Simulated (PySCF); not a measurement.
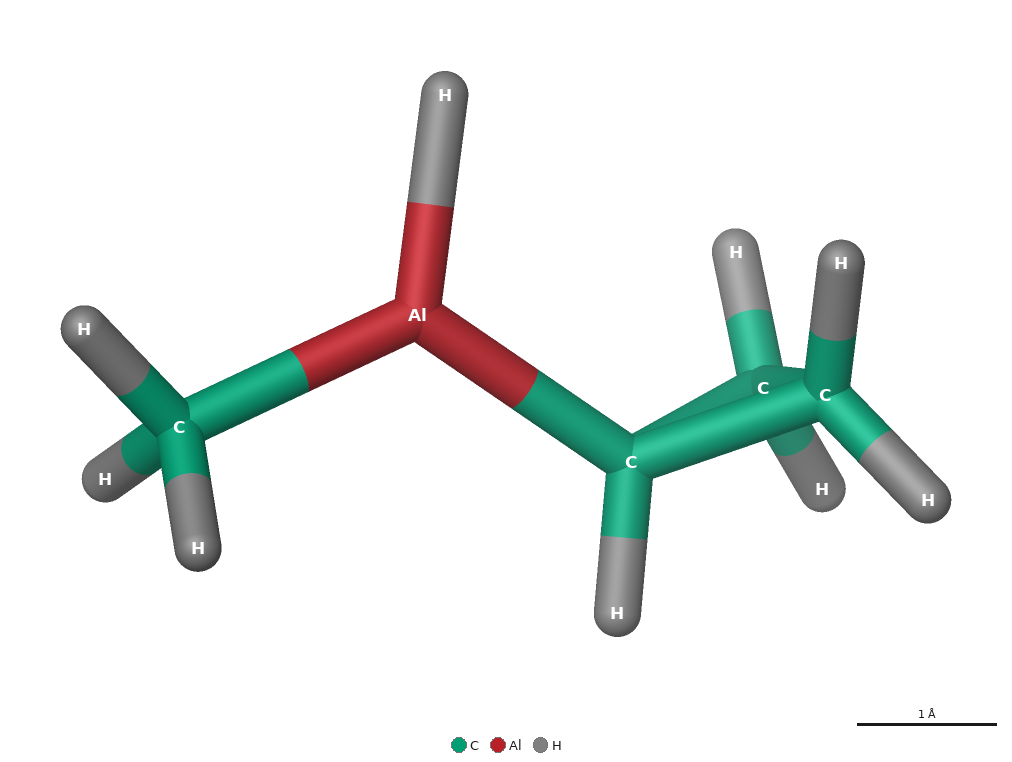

What is the molecular formula?

C₄H₉Al, 14 atoms: 4 carbon, 9 hydrogen and 1 aluminium.

Write the SMILES.

[CH3][AlH][CH]1CC1

The parts below concern this one geometry. Atoms keep their numbers from picture to picture. The geometry was computed by an optimisation with PBE0-D3(BJ)/def2-SVP. No frequency run is at hand to confirm it as a minimum.

## Shape

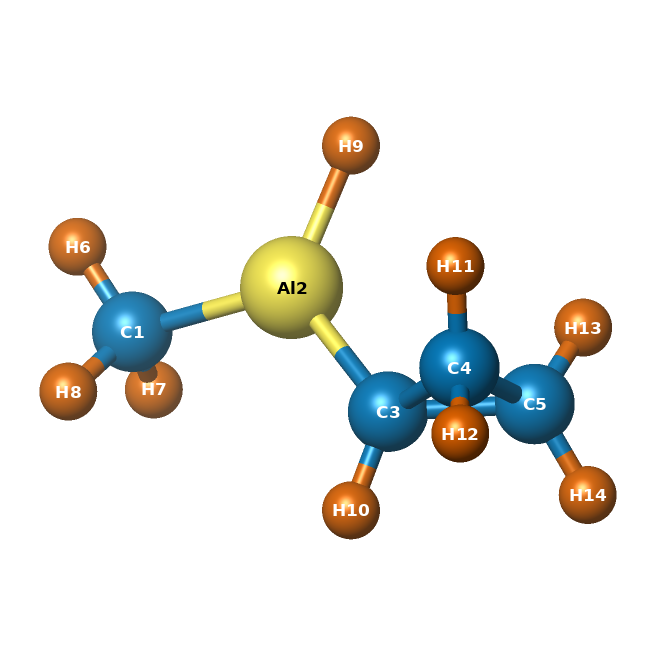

The atoms are numbered. No frequency run is at hand to confirm it as a minimum.

What is the geometry at Al2?

Al2 has 3 neighbours (C1 at 1.96, C3 at 1.94, H9 at 1.60 Å); the arrangement is trigonal planar.

What is the geometry at C1?

C1 has 4 neighbours (Al2 at 1.96, H6 at 1.10, H7 at 1.10, H8 at 1.10 Å); the arrangement is tetrahedral.

What is the dihedral angle C1–Al2–C3–C4?

146° in size, that is anticlinal.

## Core levels

No frequency run is at hand to confirm it as a minimum. Properties computed with delta-SCF UKS PBE0, pcX-2 on the ionised atom, pcseg-1 elsewhere, spin-free X2C (PySCF 2.14.0).

Give the core-electron binding energies (to vacuum; p and d levels without spin–orbit splitting) of C1 1s, Al2 1s, Al2 2p, C3 1s, C4 1s.

| atom | level | binding energy (eV) |
| --- | --- | --- |
| C1 | 1s | 289.2 |
| Al2 | 1s | 1564.3 |
| Al2 | 2p | 79.7 |
| C3 | 1s | 289.2 |
| C4 | 1s | 290.1 |

## NMR shielding

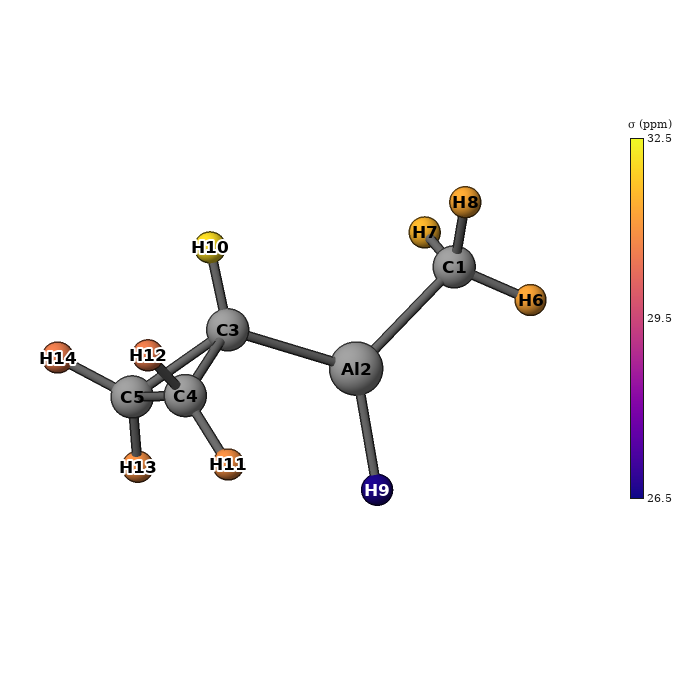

Atoms are coloured by their isotropic NMR shieldings (H only, the others grey). No frequency run is at hand to confirm it as a minimum. Method: GIAO mPW1PW91/pcSseg-1 NMR shielding, non-relativistic, gas phase (PySCF 2.14.0).

Give the isotropic NMR shieldings of the H atoms atom by atom.

```
atom  σ (ppm)
  H6    31.27
  H7    31.56
  H8    31.33
  H9    26.66
 H10    32.09
 H11    30.91
 H12    30.61
 H13    30.91
 H14    30.62
```

## Quadrupole coupling

No frequency run is at hand to confirm it as a minimum. Electric field gradients from the ground-state density, PBE0/6-31G (PySCF 2.14.0), non-relativistic apart from any core potentials.

Give the largest field-gradient component, the quadrupole coupling constant and the asymmetry for 27Al at Al2 (Q = 146.6 mb), 2H at H6 (Q = 2.86 mb), 2H at H7 (Q = 2.86 mb), 2H at H8 (Q = 2.86 mb), 2H at H9 (Q = 2.86 mb).

```csv
atom,V_zz (a.u.),e²qQ/h (MHz),η
Al2,1.098,37.8,0.10
H6,0.312,0.210,0.03
H7,0.309,0.207,0.02
H8,0.311,0.209,0.03
H9,0.129,0.086,0.06
```
